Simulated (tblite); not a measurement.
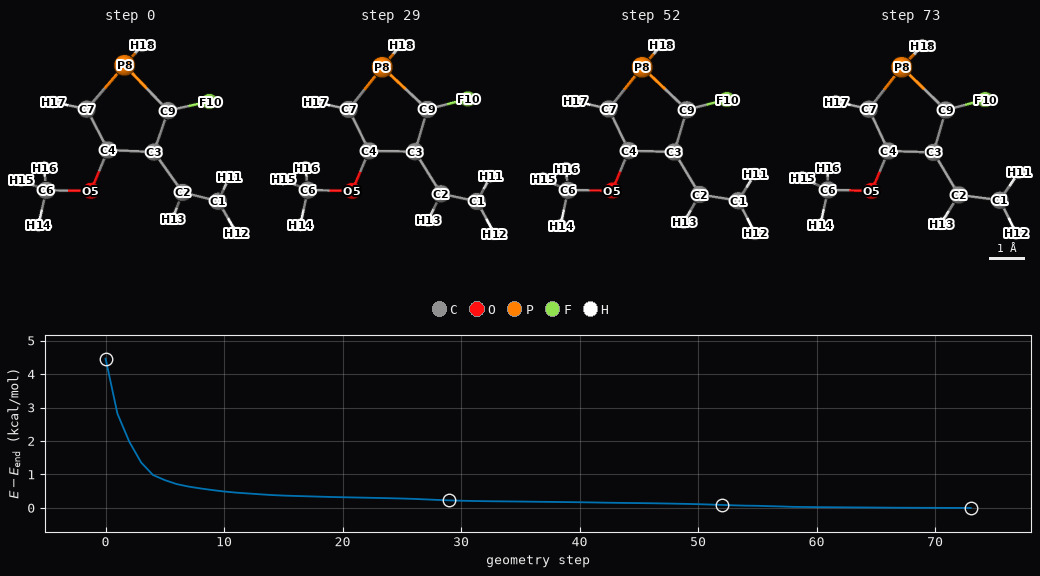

Frames of a relaxation of C₇H₈FOP, marked on the history of the run. The picture is a ball-and-stick view, seen at a tilt.

Theory: GFN2-xTB geometry optimisation, gas phase (tblite). 

What happens along the run?

The largest moves after the best rigid fit, 0.55 Å, are those of H11 and H13. By element the largest moves are H 0.55 Å, F 0.20 Å, C 0.19 Å, P 0.11 Å, O 0.02 Å. Near-neighbour distances that change, for instance: C7–P8 1.872 → 1.796 Å, P8–C9 1.849 → 1.812 Å, C4–O5 1.378 → 1.349 Å, C1–C2 1.351 → 1.329 Å. Among the angles between lasting bonds that change: C2–C3–C9 124.0° → 129.3°, C2–C3–C4 124.3° → 120.7°, C9–P8–H18 98.1° → 95.3°. Groups turn about C2–C3 by about 20°. Over 73 geometry steps the energy falls by 4.46 kcal/mol. From step 0 to 29: H13 moves most (0.15 Å), energy −4.24 kcal/mol. From step 29 to 52: H atoms move most (0.22 Å), energy −0.14 kcal/mol. From step 52 to 73: H11 moves most (0.22 Å), energy −0.09 kcal/mol.
